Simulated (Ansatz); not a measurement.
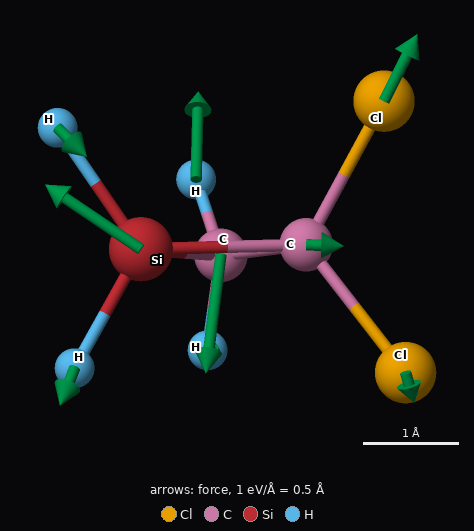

Starting geometry of C2H4Cl2Si (coarse preliminary run) with the computed forces as green arrows. The picture is a ball-and-stick view, seen at a tilt.

The start comes from a force field.

The calculation used Ansatz 0.2.0, RKS PBE-D4/def2-SVP.

Input file:
```yaml
crystal:
  periodic: [false, false, false]
  atoms:
    - {symbol: Cl, position_ang: [0.211900, -2.011600, -1.366300]}
    - {symbol: C, position_ang: [0.565700, -0.708900, -0.221400]}
    - {symbol: Cl, position_ang: [2.069700, -0.978900, 0.583300]}
    - {symbol: C, position_ang: [0.276100, 0.706500, -0.563400]}
    - {symbol: Si, position_ang: [-0.810900, -0.093500, 0.809400]}
    - {symbol: H, position_ang: [0.836800, 1.520200, -0.228300]}
    - {symbol: H, position_ang: [-0.342700, 0.892900, -1.452000]}
    - {symbol: H, position_ang: [-2.178300, -0.111900, 0.334300]}
    - {symbol: H, position_ang: [-0.539900, 0.738900, 2.087300]}
basis:
  gaussian: {orbitals: def2-SVP}
hamiltonian: {xc: pbe, dispersion: d4}
relax: {f_tol: 0.03, max_steps: 200}
```

Launched with:
```bash
ansatz run in.yaml --threads 4 --pin off --events-out ev --progress --plain --max-ram 10444MiB
```

What follows when this structure is relaxed?

It isn't relaxed: the largest force vector, on C4, is 2.73 eV/Å. The final displacements follow the starting forces only in part (cosine between the two patterns 0.38). The atom that moves furthest after the best rigid fit is H6 (0.24 Å). Largest moves by element: H 0.24 Å, Si 0.22 Å, Cl 0.09 Å, C 0.07 Å. Some distances before and after: C2–Si5 1.827 → 1.892 Å, C4–H6 1.043 → 1.104 Å, C2–Cl3 1.727 → 1.786 Å, Si5–H9 1.549 → 1.492 Å. Bond angles that change, for instance: C4–Si5–H9 105.4° → 119.1°, C4–Si5–H8 107.7° → 118.3°, Si5–C4–H7 109.2° → 118.1°. After 6 geometry steps the energy has fallen by 54.3 kJ/mol. The largest force component goes from 2.2 to 0.021 eV/Å. Cost: 9.5 s on 4 threads of Arm Neoverse V1, on a shared host.
